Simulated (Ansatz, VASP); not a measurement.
# BiB in two plane-wave programs, part 2 of 2

Wanted: the spread between two codes on one cell, functional and k mesh. The cell is invented: As first built, before any earlier steps moved the atoms (in the runner's words): it takes the BP structure with some of its atoms replaced by other elements, volume scaled by an estimate. It may not be a known or stable phase. The cell is taken from a series of VASP runs on this material, whose earlier steps may have relaxed, scaled or displaced it; both programs get it as it stands. Other levels of theory on this material are compared in a session of their own. Valence electrons are named where the data sets of a main pair hold unlike numbers.

VASP 6.6.1 and Ansatz 0.2.0.

So far. Step 2 (VASP: band structure, PBE, spin-orbit coupling): The run ends at a pressure of 0.21 GPa.

**3. Ansatz: band structure, PBE, spin-orbit coupling**

Level of this step: Ansatz beside VASP: Kohn-Sham DFT, plane waves, PBE, spin-orbit coupling (Ansatz).

Ansatz runs on its fully relativistic PAW (standard-fr) files.

The same cell, functional, mesh and smearing now go to Ansatz, which takes its cutoff from its data sets.

File input.yaml:

```yaml
crystal:
  lattice:
    - [0.0, 2.761376127, 2.761376127]
    - [2.761376127, 0.0, 2.761376127]
    - [2.761376127, 2.761376127, 0.0]
  atoms:
    - { symbol: Bi, position: [0.25, 0.25, 0.25] }
    - { symbol: B, position: [0.0, 0.0, 0.0] }
hamiltonian:
  xc: pbe
  pseudopotentials: { kind: paw_fr }
magnetization:
  noncollinear: true
  spin_orbit: true
kpoints:
  mp_grid: { grid: [7, 7, 7] }
  band_path:
    path:
      - [0.0, 0.0, 0.0]
      - [0.16667, 0.0, 0.16667]
      - [0.33333, 0.0, 0.33333]
      - [0.5, 0.0, 0.5]
      - [0.5, 0.08333, 0.58333]
      - [0.5, 0.18333, 0.68333]
      - [0.5, 0.25, 0.75]
      - [0.45, 0.3, 0.75]
      - [0.40833, 0.34167, 0.75]
      - [0.35, 0.35, 0.7]
      - [0.225, 0.225, 0.45]
      - [0.075, 0.075, 0.15]
      - [0.03333, 0.03333, 0.03333]
      - [0.23333, 0.23333, 0.23333]
      - [0.4, 0.4, 0.4]
      - [0.51667, 0.46667, 0.51667]
      - [0.55833, 0.38333, 0.55833]
      - [0.60833, 0.28333, 0.60833]
      - [0.60833, 0.25, 0.64167]
      - [0.55833, 0.25, 0.69167]
      - [0.51667, 0.25, 0.73333]
      - [0.5, 0.3, 0.7]
      - [0.5, 0.38333, 0.61667]
      - [0.5, 0.48333, 0.51667]
      - [0.475, 0.475, 0.55]
      - [0.425, 0.425, 0.65]
      - [0.38333, 0.38333, 0.73333]
      - [0.59167, 0.18333, 0.59167]
      - [0.55, 0.1, 0.55]
      - [0.5, 0.0, 0.5]
    npoints: 1
scf:
  occupations: { method: gaussian, width: 0.02 }
  n_extra_bands: 14
output:
  forces: true
  stress: true
  eigenvalues: true
  write_density: true
  write_potential: true
  elf: true
  volumetric_format: npy
```

Started as:

```console
$ ansatz run input.yaml --threads 2 --pin off --max-ram 4608MiB --backend cpu --events-out ev --progress --plain --runs-dir out
```

Numbers of over 12 decimals in the logs are rounded to 6 here.

The program printed:

```text
scf.n_extra_bands = 14 over 18 filled bands (N_el = 18.0): the run solves 32 bands
Engine: ansatz 0.2.0, aarch64-unknown-linux-gnu
Pseudopotentials: kind: paw_fr
Pseudopotential: Bi, paw_fr, valence charge 15, recommended cutoff 420 eV (normal), Bi.paw.azcp#standard-fr
Pseudopotential: B, paw_fr, valence charge 3, recommended cutoff 420 eV (normal), B.paw.azcp#standard-fr
Functional definition: PBE
  parameter kappa = 0.804
  parameter beta = 0.066725
  exchange = pbe_x(kappa = kappa, mu = beta*pi^2/3)
  correlation = pbe_c(beta = beta)
non-collinear run that drives no moment, with spin-orbit: no starting moment large enough to seed its density (crystal.atoms[].spin), no starting occupations that ask for one, no magnetisation constraint and no magnetic field, so the semilocal B_xc is pinned to zero
Crystal: 2 atoms, lattice volume = 42.112 Å³
Basis set: ecut = 420 eV, 869 PW (Γ), exchange–correlation on 54×54×54 points (8 copies of the dense FFT grid, shifted against one another)
Bands: 32, of which v1, the nominal top of the filled ones, is band 18 counted from 1 (17 counted from 0)
Symmetry: 24 space group operations + 24 with time reversal
Magnetic group: BNS 216.75 (UNI 1577), of the structure as read, at distance tolerance 3.5e-5 Å
k-points: 20 of 343 (time reversal used)
Projection manifold: j_resolved (fully-relativistic pseudo-atomic orbitals)
Non-local potential: Bi, projectors of the file, l = 0: 2, l = 1: 4, l = 2: 4, l = 3: 4
Non-local potential: B, projectors of the file, l = 0: 2, l = 1: 4, l = 2: 2
PAW form: soft (Blöchl's): semilocal exchange-correlation on the pseudo side does not see the compensation charge
PAW one-centre angular grid: Bi, 590 points (default); XC on 96 Gauss nodes
PAW one-centre angular grid: B, 110 points (default); XC on 64 Gauss nodes
Initial density: superposition of atomic densities (chi_scale 0.1, normalization cell, long waves kept (reshape's long-wave potential 0.00 eV rms))
Initial wavefunctions: pseudopotential atomic-orbital guess
Functional: x = pbe(κ = 0.804, μ = 0.219515), c = pbe(β = 0.066725)
SCF iter   1: F=—  HF=-12593.191249 eV  |F-HF|=—  |Δ(HF+E_count)|=         —  Δρ=5.16e-2  dr2=2.08e0  dr2_m=0.00e0 (ungated)  ethr=3.10e-3  |M|=0.00e0 ∫|m|=0.00e0 μB  |m|>n=0.0e0 m-floor=0.0e0 τ_xc=0.0e0  β_m=0.30  ⟨swp⟩=7.0  Hψ=3529  notcnv=0  defer=33
preconditioner: auto → none  [insulator: Δε(μ)=0.090 eV  Ē_g=21.656 eV  σ=0.020 eV  W_gap=1.00  n_scr=14 (ndim 8)  ℏωp=24.3 eV  f_vac=0.000  D(μ)=0.00/eV (n_scr^D=0)  ε∞_Penn≈2.3]
SCF iter   2: F=—  HF=-12592.623696 eV  |F-HF|=—  |Δ(HF+E_count)|=   5.68e-1  Δρ=1.99e-2  dr2=2.11e-1  dr2_m=0.00e0 (ungated)  ethr=3.10e-3  |M|=0.00e0 ∫|m|=0.00e0 μB  |m|>n=0.0e0 m-floor=0.0e0 τ_xc=0.0e0  β_m=0.36  ⟨swp⟩=2.1  Hψ=1043  notcnv=0  defer=144
SCF iter   3: F=—  HF=-12592.586505 eV  |F-HF|=—  |Δ(HF+E_count)|=   3.72e-2  Δρ=9.69e-3  dr2=3.06e-2  dr2_m=0.00e0 (ungated)  ethr=1.17e-3  |M|=0.00e0 ∫|m|=0.00e0 μB  |m|>n=0.0e0 m-floor=0.0e0 τ_xc=0.0e0  β_m=0.57  ⟨swp⟩=2.0  Hψ=687  notcnv=0  defer=144
SCF iter   4: F=—  HF=-12592.587236 eV  |F-HF|=—  |Δ(HF+E_count)|=   7.30e-4  Δρ=1.22e-3  dr2=3.89e-4  dr2_m=0.00e0 (ungated)  ethr=1.70e-4  |M|=0.00e0 ∫|m|=0.00e0 μB  |m|>n=0.0e0 m-floor=0.0e0 τ_xc=0.0e0  β_m=0.61  ⟨swp⟩=3.0  Hψ=792  notcnv=0  defer=144
SCF iter   5: F=—  HF=-12592.587384 eV  |F-HF|=—  |Δ(HF+E_count)|=   1.48e-4  Δρ=2.16e-4  dr2=9.00e-6  dr2_m=0.00e0 (ungated)  ethr=2.16e-6  |M|=0.00e0 ∫|m|=0.00e0 μB  |m|>n=0.0e0 m-floor=0.0e0 τ_xc=0.0e0  β_m=0.75  ⟨swp⟩=2.4  Hψ=680  notcnv=0  defer=144
SCF iter   6: F=—  HF=-12592.587396 eV  |F-HF|=—  |Δ(HF+E_count)|=   1.25e-5  Δρ=1.73e-5  dr2=7.04e-8  dr2_m=0.00e0 (ungated)  ethr=5.56e-10  |M|=0.00e0 ∫|m|=0.00e0 μB  |m|>n=0.0e0 m-floor=0.0e0 τ_xc=0.0e0  β_m=0.84  ⟨swp⟩=15.2  Hψ=5851  notcnv=0
SCF iter   7: F=-12592.587396 eV  HF=-12592.587396 eV  |F-HF|=1.02e-9  |Δ(HF+E_count)|=   9.23e-8  Δρ=2.62e-6  dr2=2.51e-9  dr2_m=0.00e0 (ungated)  ethr=3.91e-10  |M|=0.00e0 ∫|m|=0.00e0 μB  |m|>n=0.0e0 m-floor=0.0e0 τ_xc=0.0e0  ⟨swp⟩=7.3  Hψ=3518  notcnv=0
SCF 1 converged in 7 iterations: F = -12592.587396 eV  dr2 = 2.51e-9
  greatest PAW one-centre occupation: 0.986 electrons in one spin orbital (limit 2), on the Bi atom at site 0 (counted from 0), in its partial waves of l = 2
NSCF: frozen V_eff on 30 k-points
SCF converged after 7 iterations
Magnetization: |M| = 0.0000 μB,  M = (+0.0000, +0.0000, +0.0000) μB
Absolute magnetization: 0.0000 μB (∫|m|)
  site 0: m = (+0.0000, +0.0000, +0.0000) μB, |m| = 0.0000 μB  (R = 0.99 Å)
  site 1: m = (+0.0000, +0.0000, +0.0000) μB, |m| = 0.0000 μB  (R = 0.99 Å)
Free energy (F): -12592.587396 eV
Harris-Foulkes:  -12592.587396 eV  (|F-HF|=1.02e-9)
Internal energy: -12592.587329 eV  (E = F + TS)
E sigma→0 (E₀):  -12592.587363 eV
Entropy (-TS):   -0.000067 eV (-0.034 meV/atom)
Fermi energy:    10.471300 eV
--- Per-component energies (eV) ---
  E_band       = -91.957050
  E_kinetic    = 348.517467
  E_local      = -1566.074994  (includes V_loc(G=0)·N_el)
  E_nonlocal   = 573.057657
  E_hartree    = 511.977555
  E_xc         = -181.020385
  E_vxc        = -179.378002  (∫ρ·V_xc dr)
  E_paw        = -10786.305334  (= ΣΔE_a)
  E_vpaw       = -292.033637  (= ΣTr[D̂ρ^β])
  E_aug_tail   = -0.000389  (compensation charges beyond the density's cutoff)
  E_ewald      = -1492.738907
  E_smearing   = -0.000067  (= −TS)
  E_closure    = -0.000000  (closes the sum)
  Σ components = -12592.587396   (vs F -12592.587396, Δ=0.00e0)
--- Forces (eV/Å), atoms counted from 1 ---
  atom   1  Bi    -0.00000000    -0.00000000    -0.00000000
  atom   2  B      0.00000000    -0.00000000     0.00000000
  max |Σ_I F_I| component: 2.04e-16 eV/Å
--- Stress (GPa, compression-positive) ---
        0.041253       0.000000      -0.000000
        0.000000       0.041253       0.000000
       -0.000000       0.000000       0.041253
  P = ⅓ Tr σ = 0.0413 GPa (0.413 kbar)
--- Band table (eV; the first three rows and the last of 20) ---
  k-point 0: bands = [... 14 lower, 10.4350, 10.4350, 10.4712, 10.4712, 10.4712, 10.4712, 12.1331, 12.1331, ... 10 higher]
  k-point 1: bands = [... 14 lower, 9.3177, 9.3177, 10.0647, 10.0940, 11.2180, 11.2180, 12.7717, 12.7717, ... 10 higher]
  k-point 2: bands = [... 14 lower, 8.5932, 8.5932, 9.4380, 9.4681, 10.9023, 10.9023, 13.6621, 13.6621, ... 10 higher]
  k-point 19: bands = [... 14 lower, 4.9372, 5.8904, 6.6313, 7.0154, 12.6590, 12.8838, 14.1706, 14.2497, ... 10 higher]
```

It took 6 s on 2 threads of Arm Neoverse V2, shared host; peak memory 0.42 GiB; 12 s of CPU time.

In the SCF lines HF is the Harris–Foulkes energy and dr2 the Hartree energy of the density residual, in eV; the loop may stop once dr2 is under the threshold and the program's other checks hold. Hψ counts applications of the Hamiltonian.

**4. Side by side**

Known differences besides the potentials themselves: spin-orbit coupling enters by fully relativistic files in Ansatz and inside the spheres in VASP. Total energies have different zeros and are not compared.

The two programs side by side:

```
                                        quantity  Ansatz  VASP  difference
                                  pressure (GPa)    0.04  0.21       -0.17
pressure without Ansatz's Pulay correction (GPa)   -0.04  0.21       -0.25
```

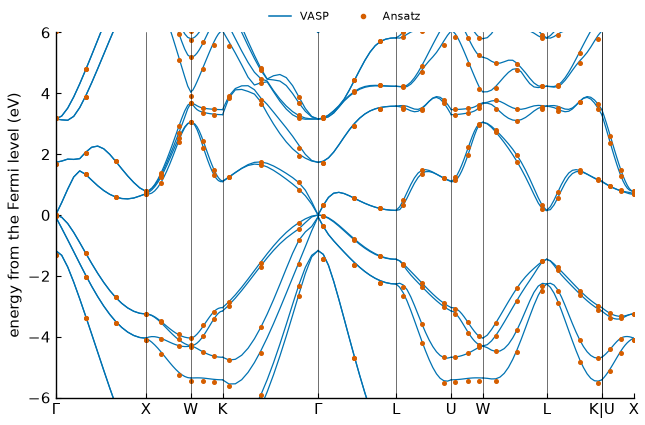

Bands from VASP (lines) and levels from Ansatz (dots). Dots without a line are higher empty bands that the VASP plot leaves out.

Levels from 3 eV below to 2 eV above the Fermi level differ by 41 meV r.m.s. and 161 meV at most; each VASP level is matched to the nearest of Ansatz, which flatters the figure a little. Ansatz's pressure holds a Pulay correction of 0.08 GPa; VASP's holds none.

**5. Summary of results**

* r.m.s. difference of levels near the Fermi level (band structure, PBE, spin-orbit coupling): 41 meV

**Reading.** The r.m.s. difference of levels near the Fermi level is 41 meV (band structure, PBE, spin-orbit coupling), within the 80 meV picked in this series as the mark of a large difference. 6 further runs of this series are not shown here. Such differences can come from data sets, numerical settings and the points named under the comparisons, not from the functional's error against experiment.

[Lines on the potential files, build, host, timing and source positions are cut from VASP's logs without a mark.]

[Logs are printed without paths, hosts, clocks, repeated set-up lines and the standing remarks that a program may print on its own settings, such as how far it seeks lower states.]

[Hosts, paths, dates, database ids (printed as entryN), source tags and the programs' standing remarks are cut or masked in the printed files.]
